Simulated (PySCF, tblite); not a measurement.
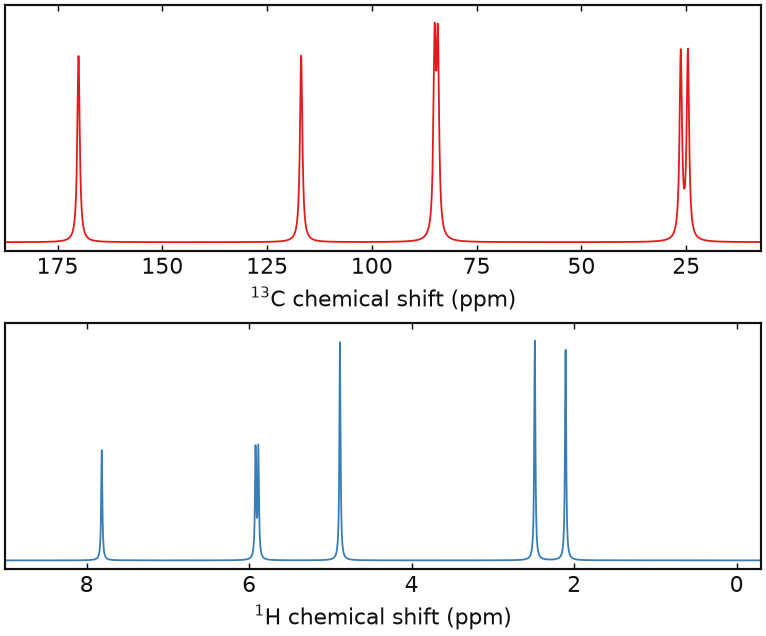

GIAO shifts, PBE0/pcSseg-1 with PySCF 2.14.0, at a GFN2-xTB geometry (a minimum by its frequencies), against TMS for ¹³C and TMS for ¹H computed at the same level. Gas phase, fully decoupled, line heights follow the number of nuclei, widths are arbitrary (no quadrupolar broadening); values of one conformer, averaged over nuclei that symmetry, rotation about single bonds or ring flips exchange, these motions taken as fast; other conformers aren't averaged in.

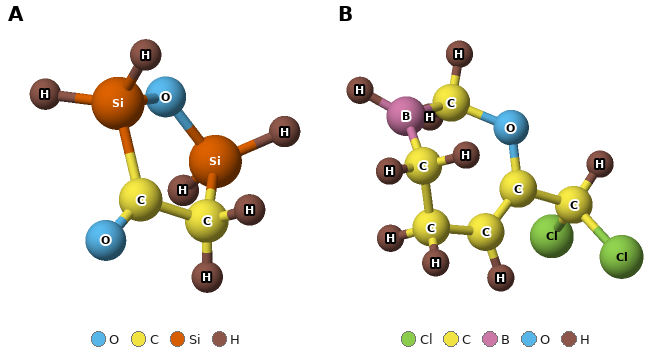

Which structure fits the spectrum? Choose among the lettered structures.

Answer. Structure B, C₆H₉BCl₂O, SMILES ClC(Cl)C1=CCCBCO1. Its ¹³C signals: 170.0 (1 C), 116.9 (1 C), 85.0 (1 C), 84.3 (1 C), 26.3 (1 C), 24.6 (1 C) ppm. Its ¹H signals: 7.81 (1 H), 5.92 (1 H), 5.89 (1 H), 4.88 (2 H), 2.48 (2 H), 2.11 (2 H) ppm.

Caveats: the tight-binding geometry is rougher than a DFT one and adds to the error.
